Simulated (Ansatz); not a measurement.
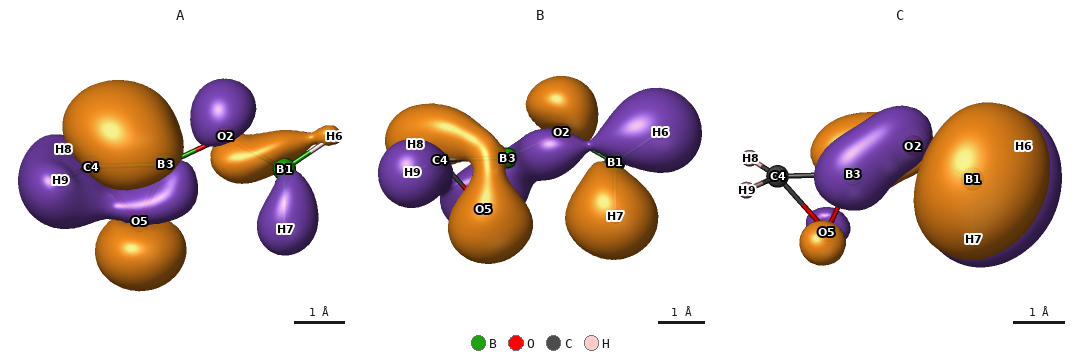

Figure. CH$_{4}$B$_{2}$O$_{2}$. Three frontier orbitals at ±0.08 Å⁻³ᐟ² (orange and purple are the two phases), in no order.

Geometry: PBE0-D4/def2-TZVP.

Computed with RKS PBE0-D4/def2-TZVPP (Ansatz).

```yaml
atoms:
  - { symbol: B, position_ang: [1.8025, -0.0713, -1.0077] }
  - { symbol: O, position_ang: [1.1143, -0.1605, 0.1664] }
  - { symbol: B, position_ang: [-0.2151, 0.0235, 0.3283] }
  - { symbol: C, position_ang: [-1.5336, -0.0708, 1.0405] }
  - { symbol: O, position_ang: [-1.2406, 0.5997, -0.2938] }
  - { symbol: H, position_ang: [2.9934, -0.1456, -0.9447] }
  - { symbol: H, position_ang: [1.2079, 0.0598, -2.0392] }
  - { symbol: H, position_ang: [-1.8425, 0.6426, 1.7994] }
  - { symbol: H, position_ang: [-2.1979, -0.9237, 0.9337] }
```

> Which picture is the HOMO−1, the HOMO and the LUMO?

B is the HOMO−1 (−9.09 eV). It lies mainly on O5 (about 30 %), O2 (about 15 %), B1 (about 15 %), H7 (about 10 %), H6 (about 10 %) and C4 (about 10 %). A is the HOMO (−8.35 eV). It lies mainly on C4 (about 35 %), O5 (about 25 %), B3 (about 20 %) and O2 (about 10 %). C is the LUMO (−1.19 eV). Its weight (Hirshfeld) is mainly on B1 (about 60 %), O2 (about 10 %), B3 (about 10 %), H6 (about 10 %) and H7 (about 10 %).

> What is the HOMO–LUMO gap?

7.16 eV between the orbital energies.
